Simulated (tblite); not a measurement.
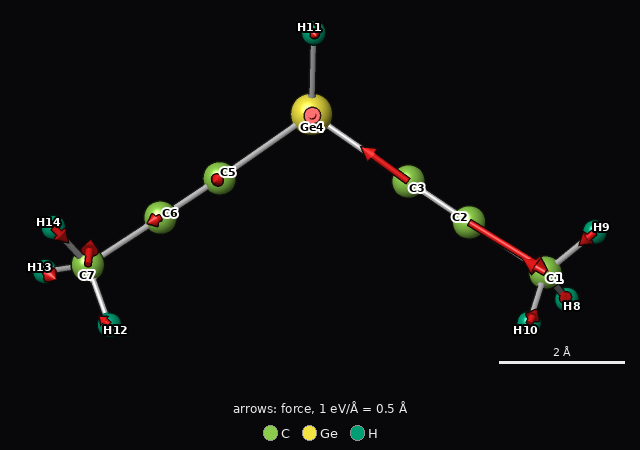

Starting geometry of C₆H₇Ge (multiplicity 2) with the computed forces as red arrows. A ball-and-stick model, seen at a tilt.

Theory: GFN2-xTB geometry optimisation, gas phase in tblite 0.8.0. 

Q: What follows when this structure is relaxed?

A: It isn't relaxed: the largest force vector, on C2, is 3.06 eV/Å. The final displacements follow the starting forces only in part (cosine between the two patterns 0.42). After 28 geometry steps the energy has fallen by 4.34 kcal/mol. H11 moves most after the best rigid fit: 0.11 Å. Largest moves by element: H 0.11 Å, Ge 0.08 Å, C 0.07 Å. Among the contacts that change: C1–C2 1.491 → 1.447 Å, C6–C7 1.475 → 1.447 Å, C2–C3 1.191 → 1.209 Å, C1–H10 1.108 → 1.090 Å. Bond angles that change, for instance: C3–Ge4–H11 111.2° → 103.3°, C2–C3–Ge4 178.8° → 172.0°, H12–C7–H14 114.1° → 109.0°.
